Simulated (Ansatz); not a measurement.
# Changed inputs in constrained RPA: Te2Mo (1H sheet)

Wanted: the sensitivity and cost of U and J for Te2Mo (1H sheet).

Calculated with Ansatz 0.2.0; constrained RPA on LDA, plane waves, PAW.

### 1. Starting point

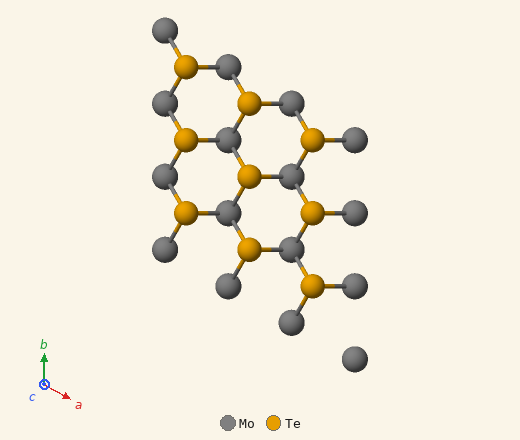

The cell as given, from above (molybdenum grey, tellurium orange). 3×3×1 cells are drawn. Bonds to atoms that aren't drawn are left out. Some periodic images of atoms are drawn too.

The cell holds 3 atoms: 1 Mo and 2 Te. Cell: a = 3.467 Å, b = 3.467 Å, c = 31.232 Å, α = 90.0°, β = 90.0°, γ = 120.0°. Vacuum lies along c.

The structure was relaxed with LDA. The structure was generated from a model, not taken from a measurement. The runs that relaxed it are not among those shown. The program's search for lower electronic states was switched off, so nothing shows that the state found is the lowest. Spin-orbit coupling is left out unless a step names it. The default PAW set here is soft_2. Its files were made with PBE. The Coulomb interaction is cut off across the vacuum.

### 2. Base: Mo d + anion p, bands v7 to c4, 6×6×1 mesh, medium accuracy

Constrained RPA screens the interaction with every transition except those inside the target bands, which a later many-body model would treat itself.

input.yaml reads:

```yaml
crystal:
  lattice:
    - [-3.00214567, 1.73328961, 0.0]
    - [0.0, -3.46657923, 0.0]
    - [0.0, 0.0, 31.23161672]
  atoms:
    - { symbol: Mo, position: [0.0, 0.0, 0.3096908754] }
    - { symbol: Te, position: [0.3333333333, 0.6666666667, 0.367161021] }
    - { symbol: Te, position: [0.3333333333, 0.6666666667, 0.2522207298] }
  periodic: [true, true, false]
kpoints:
  mp_grid: { grid: [9, 9, 1] }
hamiltonian:
  xc: lda
scf:
  occupations: { method: gaussian, width: 0.08 }
  n_extra_bands: 19
  max_iter: 150
  lower_state_search: "off"
output:
  crpa:
    kmesh: [6, 6, 1]
    target_bands: [v7, c4]
    projections: [{ species: Mo, l: d, shell: 4 }, { species: Te, l: p, shell: 5 }]
  local_orbitals:
    kmesh: [12, 12, 1]
    orbitals: [{ species: Mo, l: d, shell: 4 }, { species: Te, l: p, shell: 5 }]
    window: { bands: [v7, c4] }
    seedname: lo
```

On the command line:

```bash
> ansatz run input.yaml --threads 8 --pin off --max-ram 14745MiB --backend cpu --events-out ev --progress --plain --runs-dir out
```

Numbers of over 12 decimals in the logs are rounded to 6 here.

The log of the run:

```text
scf.n_extra_bands = 19 over 23 filled bands (N_el = 46.0): the run solves 42 bands
Engine: ansatz 0.2.0, aarch64-unknown-linux-gnu
Pseudopotentials: kind: paw
Pseudopotential: Mo, paw, valence charge 14, recommended cutoff 420 eV (normal), Mo.paw.azcp
Pseudopotential: Te, paw, valence charge 16, recommended cutoff 420 eV (normal), Te.paw.azcp
Functional definition: SPW92
  exchange = slater_x
  correlation = pw_c
Crystal: 3 atoms, lattice volume = 325.033 Å³
Basis set: ecut = 420 eV, 6327 PW (Γ)
Bands: 42, of which v1, the nominal top of the filled ones, is band 23 counted from 1 (22 counted from 0)
Symmetry: 12 space group operations
Space group: P-6m2 (ITA 187), of the structure as read, at distance tolerance 6.9e-5 Å
k-points: 12 of 81 (time reversal used)
Non-local potential: Mo, projectors of the file, l = 0: 3, l = 1: 2, l = 2: 2, l = 3: 1
Non-local potential: Te, projectors of the file, l = 0: 2, l = 1: 2, l = 2: 2, l = 3: 2
PAW form: soft (Blöchl's): semilocal exchange-correlation on the pseudo side does not see the compensation charge
PAW frozen core: Mo, regenerated for the run's functional, and the local potential with it (the file was generated under x = pbe(κ = 0.804, μ = 0.219515), c = pbe(β = 0.066725))
PAW frozen core: Te, regenerated for the run's functional, and the local potential with it (the file was generated under x = pbe(κ = 0.804, μ = 0.219515), c = pbe(β = 0.066725))
PAW one-centre angular grid: Mo, 590 points (default); XC on 64 Gauss nodes
PAW one-centre angular grid: Te, 590 points (default); XC on 64 Gauss nodes
Initial density: superposition of atomic densities (neutral atoms: chi_scale 0, normalization atom), corrected by the library's trained network
Initial wavefunctions: pseudopotential atomic-orbital guess
Functional: x = slater, c = lda
SCF iter   1: F=—  HF=-18497.971057 eV  |F-HF|=—  |Δ(HF+E_count)|=         —  Δρ=3.57e-3  dr2=1.96e-2  ethr=1.77e-3  ⟨swp⟩=13.0  Hψ=3911  notcnv=0  defer=75
preconditioner: auto → Resta (q_TF=auto, 1.970 Å⁻¹)  ε∞=1.5  [insulator: Δε(μ)=1.270 eV  Ē_g=11.859 eV  σ=0.080 eV  W_gap=1.00  n_scr=18 (ndim 8)  ℏωp=8.7 eV  f_vac=0.752  D(μ)=0.00/eV (n_scr^D=0)  ε∞_Penn≈1.5  vacuum switching on, ρ_ref=1.0e-2 e/Å³]
SCF iter   2: F=—  HF=-18497.970260 eV  |F-HF|=—  |Δ(HF+E_count)|=   7.97e-4  Δρ=1.82e-3  dr2=9.49e-3  ethr=4.26e-5  ⟨swp⟩=2.4  Hψ=828  notcnv=0  defer=133
SCF iter   3: F=—  HF=-18497.974679 eV  |F-HF|=—  |Δ(HF+E_count)|=   4.42e-3  Δρ=1.97e-3  dr2=4.38e-2  ethr=2.06e-5  ⟨swp⟩=4.0  Hψ=842  notcnv=0  defer=133  recentre
SCF iter   4: F=—  HF=-18497.970144 eV  |F-HF|=—  |Δ(HF+E_count)|=   4.54e-3  Δρ=2.44e-4  dr2=1.16e-4  ethr=2.06e-5  ⟨swp⟩=3.1  Hψ=518  notcnv=0  defer=133
[...]
Fermi energy:    -4.507758 eV
--- Per-component energies (eV) ---
  E_band       = -1370.403349
  E_kinetic    = 809.292322
  E_local      = -113290.528735  (includes V_loc(G=0)·N_el)
  E_nonlocal   = -460.067253
  E_hartree    = 56462.739265
  E_xc         = -431.608629
  E_vxc        = -440.352194  (∫ρ·V_xc dr)
  E_paw        = -12110.744252  (= ΣΔE_a)
  E_vpaw       = -914.225524  (= ΣTr[D̂ρ^β])
  E_aug_tail   = -0.000334  (compensation charges beyond the density's cutoff)
  E_ewald      = 50521.117291
  E_core_change = 1.830139  (= ΣΔE_core)
  E_smearing   = -0.000000  (= −TS)
  E_closure    = -0.000000  (closes the sum)
  Σ components = -18497.970185   (vs F -18497.970185, Δ=0.00e0)
--- Band table (eV; the first three rows and the last of 12) ---
  k-point 0: bands = [... 19 lower, -6.7728, -5.9470, -5.9470, -5.7171, -1.7725 (-1.7725°), -1.7725 (-1.7725°), -1.4646 (-1.4646°), -1.4646 (-1.4646°), ... 15 higher]
  k-point 1: bands = [... 19 lower, -6.6195, -6.1774, -5.8524, -5.7203, -2.4339, -2.4246, -1.8480, -1.6343 (-1.6343°), ... 15 higher]
  k-point 2: bands = [... 19 lower, -6.6746, -6.2063, -6.1544, -5.8983, -3.4705, -2.8314, -2.5933, -1.3984, ... 15 higher]
  k-point 11: bands = [... 19 lower, -8.1926, -8.0501, -6.8969, -5.1278, -3.8877, -3.2478, -2.3744, -0.7490, ... 15 higher]
  ° read free of the cell's end (the report's vacuum.weakly_bound_levels)
  °? not known for the slab's own: over its row's bound_up_to_ev there, or no deeper under its free states than its continued_xc_part_ev in size
--- cRPA (band scheme, projected local orbitals): target bands 17..27 (1-based), 11 Wannier function(s), 6×6×1 mesh, 54 bands' worth read of 59 solved, ecut_chi 136.0 eV, v(q+G=0) probe_charge, pair densities all_electron ---
  bands read: the sum over 54 bands ends inside a degenerate multiplet in 1 slot, whose members it reads at an even weight; the widest, k=0: bands 54 to 55 (counted from 1) at 1/2 each
  χ-basis size per q: N_G = 1164..1205
  window electrons = 14.0000, filled by tetrahedron_uncorrected; constrained ε̄⁻¹(q = 0, 0) head = 0.776106; min gauge Gram eig = 0.6746
  Kanamori averages over each shell's own Wannier functions (sites counted from 0, functions from 1):
  Each shell's averages of U are screened by what lies outside the whole window alone: parameters of one model of all the shells.
    Site 0, 4D, 5 of 5 d orbitals (Wannier functions 1, 2, 3, 4, 5; wannier90's mr 1, 2, 3, 4, 5):
      screened: U = 5.7636 eV, U' = 5.0650 eV, J = 0.3595 eV
      screened, to within: U = 1.5e-2 eV, U' = 1.5e-2 eV, J = 5.9e-4 eV
      bare: V = 12.8543 eV, V' = 11.9202 eV, J = 0.4800 eV
    Site 1, 5P, 3 of 3 p orbitals (Wannier functions 6, 7, 8; wannier90's mr 1, 2, 3):
      screened: U = 5.0608 eV, U' = 4.3797 eV, J = 0.3613 eV
      screened, to within: U = 1.7e-2 eV, U' = 1.7e-2 eV, J = 7.3e-4 eV
      bare: V = 9.6886 eV, V' = 8.6064 eV, J = 0.5748 eV
    Site 2, 5P, 3 of 3 p orbitals (Wannier functions 9, 10, 11; wannier90's mr 1, 2, 3):
      screened: U = 5.0608 eV, U' = 4.3797 eV, J = 0.3613 eV
      screened, to within: U = 1.7e-2 eV, U' = 1.7e-2 eV, J = 7.3e-4 eV
      bare: V = 9.6886 eV, V' = 8.6064 eV, J = 0.5748 eV
  Hermiticity witness max|P − P†| over intra, direct and exchange elements: 7.99e-15 eV (screened), 5.73e-17 eV (bare)
  Reality witness max|Im| over intra, direct and exchange elements: 2.94e-9 eV (screened), 3.24e-16 eV (bare)
[key lines of the parts left out:]
SCF converged after 7 iterations
Free energy (F): -18497.970185 eV
```

The job ended after 7.2 min (8 threads of Arm Neoverse V2, shared host; peak memory 3.5 GiB; 55 min of CPU time).

Numbers from this step:

- U: 5.764 eV
- U prime (inter-orbital): 5.065 eV
- J: 0.3595 eV
- bare V: 12.85 eV
- bare J: 0.4800 eV
- stated bound on U: 0.01495 eV
- U over bare V: 0.4484
- electrons in the window: 14
- head of the constrained inverse dielectric matrix: 0.7761
- least eigenvalue of the projection's overlap: 0.6746
- target functions: 11
- bands in the sums: 54
- r.m.s. miss of the model bands: 0.002156 eV
- width of the target bands: 10.01 eV
- weight of the projected orbitals in the window: 0.9358

On the Mo d shell, screening brings the on-site interaction from 12.9 eV down to U = 5.76 eV.

### 3. Changed: 3×3×1 mesh

input.yaml, the sections that differ from step 2:

```yaml
output:
  crpa:
    kmesh: [3, 3, 1]
    target_bands: [v7, c4]
    projections: [{ species: Mo, l: d, shell: 4 }, { species: Te, l: p, shell: 5 }]
# crystal, kpoints, hamiltonian, scf: as in step 2
```

The log of the run:

```text
[...]
Crystal: 3 atoms, lattice volume = 325.033 Å³
Basis set: ecut = 420 eV, 6327 PW (Γ)
Bands: 42, of which v1, the nominal top of the filled ones, is band 23 counted from 1 (22 counted from 0)
[... 1 set-up line as in the run before ...]
[...]
k-points: 12 of 81 (time reversal used)
[...]
SCF iter   1: F=—  HF=-18497.971057 eV  |F-HF|=—  |Δ(HF+E_count)|=         —  Δρ=3.57e-3  dr2=1.96e-2  ethr=1.77e-3  ⟨swp⟩=13.0  Hψ=3911  notcnv=0  defer=75
[...]
SCF iter   7: F=-18497.970185 eV  HF=-18497.970185 eV  |F-HF|=3.12e-8  |Δ(HF+E_count)|=   1.23e-7  Δρ=4.52e-6  dr2=8.05e-8  ethr=2.17e-10  ⟨swp⟩=19.5  Hψ=4567  notcnv=0
SCF 1 converged in 7 iterations: F = -18497.970185 eV  dr2 = 8.05e-8
[...]
NSCF: frozen V_eff on 3 k-points
[...]
cRPA screening: q 1/9
cRPA screening: q 2/9
cRPA screening: q 4/9
cRPA screening: q 8/9 (q-point 5)
SCF converged after 7 iterations
[...]
k-point 2: bands = [... 19 lower, -6.6746, -6.2063, -6.1544, -5.8983, -3.4705, -2.8314, -2.5933, -1.3984, ... 15 higher]
  k-point 11: bands = [... 19 lower, -8.1926, -8.0501, -6.8969, -5.1278, -3.8877, -3.2478, -2.3744, -0.7490, ... 15 higher]
  ° read free of the cell's end (the report's vacuum.weakly_bound_levels)
[...]
χ-basis size per q: N_G = 1170..1205
[...]
screened: U = 5.6432 eV, U' = 4.9409 eV, J = 0.3592 eV
      screened, to within: U = 1.8e-2 eV, U' = 1.8e-2 eV, J = 6.7e-4 eV
      bare: V = 12.9689 eV, V' = 12.0283 eV, J = 0.4808 eV
    Site 1, 5P, 3 of 3 p orbitals (Wannier functions 6, 7, 8; wannier90's mr 1, 2, 3):
      screened: U = 5.1640 eV, U' = 4.4587 eV, J = 0.3744 eV
      screened, to within: U = 1.9e-2 eV, U' = 1.8e-2 eV, J = 8.1e-4 eV
      bare: V = 9.9924 eV, V' = 8.8802 eV, J = 0.5899 eV
    Site 2, 5P, 3 of 3 p orbitals (Wannier functions 9, 10, 11; wannier90's mr 1, 2, 3):
      screened: U = 5.1640 eV, U' = 4.4587 eV, J = 0.3744 eV
      screened, to within: U = 1.9e-2 eV, U' = 1.8e-2 eV, J = 8.1e-4 eV
      bare: V = 9.9924 eV, V' = 8.8802 eV, J = 0.5899 eV
[...]
[key lines of the parts left out:]
Free energy (F): -18497.970185 eV
Fermi energy:    -4.507758 eV
```

The job ended after 56 s (8 threads; peak memory 3.3 GiB).

This step gave:

| Item | Value |
| --- | --- |
| U | 5.643 eV |
| U prime (inter-orbital) | 4.941 eV |
| J | 0.3592 eV |
| bare V | 12.97 eV |
| bare J | 0.4808 eV |
| stated bound on U | 0.01702 eV |
| U over bare V | 0.4351 |
| electrons in the window | 14 |
| head of the constrained inverse dielectric matrix | 0.7245 |
| least eigenvalue of the projection's overlap | 0.7098 |
| target functions | 11 |
| bands in the sums | 54 |
| width of the target bands | 10.01 eV |
| weight of the projected orbitals in the window | 0.9358 |

On the Mo d shell, screening brings the on-site interaction from 13.0 eV down to U = 5.64 eV.

### 4. Changed: smooth pair densities

Edit input.yaml of step 3 so:

```diff
@@ -21,4 +21,5 @@
   crpa:
-    kmesh: [3, 3, 1]
+    kmesh: [6, 6, 1]
     target_bands: [v7, c4]
     projections: [{ species: Mo, l: d, shell: 4 }, { species: Te, l: p, shell: 5 }]
+    pair_densities: pseudo
```

The log of the run:

```text
[...]
Crystal: 3 atoms, lattice volume = 325.033 Å³
Basis set: ecut = 420 eV, 6327 PW (Γ)
Bands: 42, of which v1, the nominal top of the filled ones, is band 23 counted from 1 (22 counted from 0)
[... 1 set-up line as in the run before ...]
[...]
k-points: 12 of 81 (time reversal used)
[...]
screened, sum over states alone: U = 5.4090 eV, U' = 4.5536 eV, J = 0.4555 eV
      bare: V = 9.6886 eV, V' = 8.6064 eV, J = 0.5748 eV
    Site 2, 5P, 3 of 3 p orbitals (Wannier functions 9, 10, 11; wannier90's mr 1, 2, 3):
      screened: U = 5.0722 eV, U' = 4.3750 eV, J = 0.3695 eV
      screened, to within: U = 1.5e-2 eV, U' = 1.5e-2 eV, J = 3.7e-4 eV
      screened, sum over states alone: U = 5.4090 eV, U' = 4.5536 eV, J = 0.4555 eV
      bare: V = 9.6886 eV, V' = 8.6064 eV, J = 0.5748 eV
[...]
[key lines of the parts left out:]
SCF converged after 7 iterations
Free energy (F): -18497.970185 eV
Fermi energy:    -4.507758 eV
```

Elapsed: 6.4 min, on 8 threads; peak memory 3.1 GiB.

This step gave:

```
U                                                 : 5.773 eV
U prime (inter-orbital)                           : 5.065 eV
J                                                 : 0.3641 eV
bare V                                            : 12.85 eV
bare J                                            : 0.4800 eV
stated bound on U                                 : 0.01338 eV
U over bare V                                     : 0.4491
electrons in the window                           : 14
head of the constrained inverse dielectric matrix : 0.7762
least eigenvalue of the projection's overlap      : 0.6746
target functions                                  : 11
bands in the sums                                 : 54
width of the target bands                         : 10.01 eV
weight of the projected orbitals in the window    : 0.9358
```

On the Mo d shell, screening brings the on-site interaction from 12.9 eV down to U = 5.77 eV.

### 5. Changed: sums over states

Edit input.yaml of step 4 so:

```diff
@@ -24,2 +24,4 @@
     projections: [{ species: Mo, l: d, shell: 4 }, { species: Te, l: p, shell: 5 }]
-    pair_densities: pseudo
+    accuracy: sum_over_states
+    n_empty_bands: 92
+    ecut_chi: 70
```

The log of the run:

```text
[...]
Crystal: 3 atoms, lattice volume = 325.033 Å³
Basis set: ecut = 420 eV, 6327 PW (Γ)
Bands: 42, of which v1, the nominal top of the filled ones, is band 23 counted from 1 (22 counted from 0)
[... 1 set-up line as in the run before ...]
[...]
k-points: 12 of 81 (time reversal used)
[...]
screened: U = 5.8841 eV, U' = 5.1317 eV, J = 0.3876 eV
      bare: V = 12.8543 eV, V' = 11.9202 eV, J = 0.4800 eV
    Site 1, 5P, 3 of 3 p orbitals (Wannier functions 6, 7, 8; wannier90's mr 1, 2, 3):
      screened: U = 5.1372 eV, U' = 4.4183 eV, J = 0.3815 eV
      bare: V = 9.6886 eV, V' = 8.6064 eV, J = 0.5748 eV
    Site 2, 5P, 3 of 3 p orbitals (Wannier functions 9, 10, 11; wannier90's mr 1, 2, 3):
      screened: U = 5.1372 eV, U' = 4.4183 eV, J = 0.3815 eV
      bare: V = 9.6886 eV, V' = 8.6064 eV, J = 0.5748 eV
[...]
[key lines of the parts left out:]
SCF converged after 7 iterations
Free energy (F): -18497.970185 eV
Fermi energy:    -4.507758 eV
```

It took 43 s on 8 threads; peak memory 1.9 GiB; 5.3 min of CPU time.

This variant gives U = 5.88 eV against 5.76 eV. It is a finite sum over empty states with no bound on its error and stays out of the table below.

### 6. Changed: a keyword of another program

Edit input.yaml of step 5 so:

```diff
@@ -24,4 +24,2 @@
     projections: [{ species: Mo, l: d, shell: 4 }, { species: Te, l: p, shell: 5 }]
-    accuracy: sum_over_states
-    n_empty_bands: 92
-    ecut_chi: 70
+    NCRPA_BANDS: 1
```

The log of the run:

```text
Error: YAML parse error: error: line 25 column 5: unknown field `NCRPA_BANDS`, expected one of accuracy, bounded_pairs, pair_densities, n_empty_bands, n_guard_bands, ecut_chi, kmesh, target_bands, projections
  --> <input>:25:5
   |
23 |     target_bands: [v7, c4]
24 |     projections: [{ species: Mo, l: d, shell: 4 }, { species: Te, l: …
25 |     NCRPA_BANDS: 1
   |     ^ unknown field `NCRPA_BANDS`, expected one of accuracy, bounded_pairs, pair_densities, n_empty_bands, n_guard_bands, ecut_chi, kmesh, target_bands, projections
```

Elapsed: 0.02 s, on 8 threads; peak memory 0.023 GiB.

The program refused the input before any cycle.

The program's message: “Error: YAML parse error: error: line 25 column 5: unknown field `NCRPA_BANDS`, expected one of accuracy, bounded_pairs, pair_densities, n_empty_bands, n_guard_bands, ecut_chi, kmesh, target_bands, pro …”

The fault put into this input: a keyword of another program.

### 7. Changed: r2SCAN

This step: constrained RPA on r2SCAN, plane waves, PAW.

Edit input.yaml of step 6 so:

```diff
@@ -13,3 +13,3 @@
 hamiltonian:
-  xc: lda
+  xc: r2scan
 scf:
@@ -24,2 +24 @@
     projections: [{ species: Mo, l: d, shell: 4 }, { species: Te, l: p, shell: 5 }]
-    NCRPA_BANDS: 1
```

The log of the run:

```text
[...]
Crystal: 3 atoms, lattice volume = 325.033 Å³
Basis set: ecut = 500 eV, 8273 PW (Γ), exchange–correlation on 108×108×960 points (64 copies of the dense FFT grid, shifted against one another)
Bands: 42, of which v1, the nominal top of the filled ones, is band 23 counted from 1 (22 counted from 0)
[... 1 set-up line as in the run before ...]
[...]
k-points: 12 of 81 (time reversal used)
[...]
screened: U = 5.2640 eV, U' = 4.5624 eV, J = 0.3702 eV
      screened, to within: U = 1.8e-2 eV, U' = 1.8e-2 eV, J = 7.4e-4 eV
      bare: V = 9.7410 eV, V' = 8.6435 eV, J = 0.5802 eV
    Site 2, 5P, 3 of 3 p orbitals (Wannier functions 9, 10, 11; wannier90's mr 1, 2, 3):
      screened: U = 5.2640 eV, U' = 4.5624 eV, J = 0.3702 eV
      screened, to within: U = 1.8e-2 eV, U' = 1.8e-2 eV, J = 7.4e-4 eV
      bare: V = 9.7410 eV, V' = 8.6435 eV, J = 0.5802 eV
[...]
[key lines of the parts left out:]
SCF converged after 7 iterations
Free energy (F): -18958.022954 eV
Fermi energy:    -4.322414 eV
```

Run time: 14 min. Hardware: 8 threads; peak memory 4.3 GiB.

This step gave:

```yaml
u: 6.018 eV
u_prime_inter_orbital: 5.307 eV
j: 0.3644 eV
bare_v: 12.94 eV
bare_j: 0.4819 eV
stated_bound_on_u: 0.01590 eV
u_over_bare_v: 0.4650
electrons_in_the_window: 14
head_of_the_constrained_inverse_dielectric_matrix: 0.7899
least_eigenvalue_of_the_projection_s_overlap: 0.6826
target_functions: 11
bands_in_the_sums: 54
width_of_the_target_bands: 10.60 eV
weight_of_the_projected_orbitals_in_the_window: 0.9364
```

On the Mo d shell, screening brings the on-site interaction from 12.9 eV down to U = 6.02 eV.

### 8. Side by side

Times are wall times on 8 threads of Arm Neoverse V2, shared host, good to a factor of about two.

```
                  run  bare V (eV)  U (eV)  J (eV)  bound on U (eV)  width (eV)     time
        target window        12.85   5.764   0.359           0.0150       10.01  7.2 min
           3×3×1 mesh        12.97   5.643   0.359           0.0170       10.01     56 s
smooth pair densities        12.85   5.773   0.364           0.0134       10.01  6.4 min
               r2SCAN        12.94   6.018   0.364           0.0159       10.60   14 min
```

### 9. What came out

| Quantity | Value |
| --- | --- |
| target window | U 5.76 eV, J 0.36 eV |
| 3×3×1 mesh | U 5.64 eV, J 0.36 eV |
| smooth pair densities | U 5.77 eV, J 0.36 eV |
| r2SCAN | U 6.02 eV, J 0.36 eV |

In words: 3×3×1 mesh moves U by −0.12 eV at 0.13 times the time. Smooth pair densities moves U by +0.01 eV (within the solver's bounds, for the mean over orbitals). r2SCAN moves U by +0.25 eV. The printed bound covers the solver alone, not the mesh, and no denser mesh than the base was run. The parent state is non-magnetic and the interaction static (zero frequency); U depends on the window and the orbitals, so it belongs to this model alone. A window that holds the anion p bands defines a model with explicit ligands; its U belongs to that model and is not the U of DFT+U.

[Paths, hosts, dates, memory and timing lines, banners, echoed tables and standing remarks are left out of the program output.]

[Logs are printed without paths, hosts, clocks, repeated set-up lines and the standing remarks that a program may print on its own settings, such as how far it seeks lower states.]

[Runs of the session that timed out or met a known fault of the program may be left out.]

[Hosts, paths, dates, database ids (printed as entryN), source tags and the programs' standing remarks are cut or masked in the printed files.]
